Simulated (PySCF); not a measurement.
C6H13OP

| atom | x (Å) | y (Å) | z (Å) |
| --- | --- | --- | --- |
| C | 1.5232 | -0.9323 | -1.0534 |
| C | 1.3706 | -0.2230 | 0.2844 |
| C | 2.5288 | 0.7221 | 0.5710 |
| P | -0.1619 | 0.8005 | 0.2062 |
| O | -0.1765 | 1.8098 | -0.8530 |
| C | -1.5684 | -0.3463 | 0.1726 |
| C | -2.2035 | -0.5595 | -1.1706 |
| C | -2.8956 | 0.2787 | -0.1531 |
| H | 0.6884 | -1.6100 | -1.2277 |
| H | 1.5399 | -0.1938 | -1.8538 |
| H | 2.4496 | -1.5032 | -1.0884 |
| H | 1.2709 | -0.9526 | 1.0936 |
| H | 2.6006 | 1.4624 | -0.2242 |
| H | 3.4707 | 0.1795 | 0.6307 |
| H | 2.3677 | 1.2479 | 1.5121 |
| H | -0.2321 | 1.3470 | 1.4940 |
| H | -1.5408 | -1.1669 | 0.8767 |
| H | -1.7557 | -0.0453 | -2.0091 |
| H | -2.5982 | -1.5370 | -1.4053 |
| H | -2.9098 | 1.3469 | -0.3168 |
| H | -3.7770 | -0.1081 | 0.3368 |

Geometry: GFN2-xTB.

These are results of PBE0/pcSseg-1, SCF density, gas phase, non-relativistic (PySCF), not measurements.

Question: Predict the electron density and electron localisation function between the atoms.

Answer: C–P (1.84 Å): the density is about 1.2 e/Å³ at the midpoint; the ELF peaks at about 0.95 between the atoms; localised, covalent bonding.
C–H (1.09 Å): ρ at the midpoint is about 2 e/Å³; the ELF climbs to about 1 towards the hydrogen, as it does in any bond to H: a covalent bond by its length.

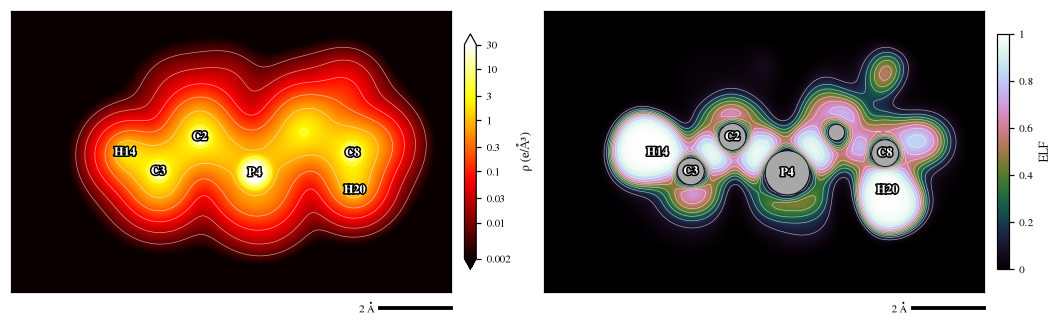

Computed electron density and electron localisation function on the plane of atoms C2, C3 and H14, in this order. Grey discs cover the atomic cores in the ELF map. 
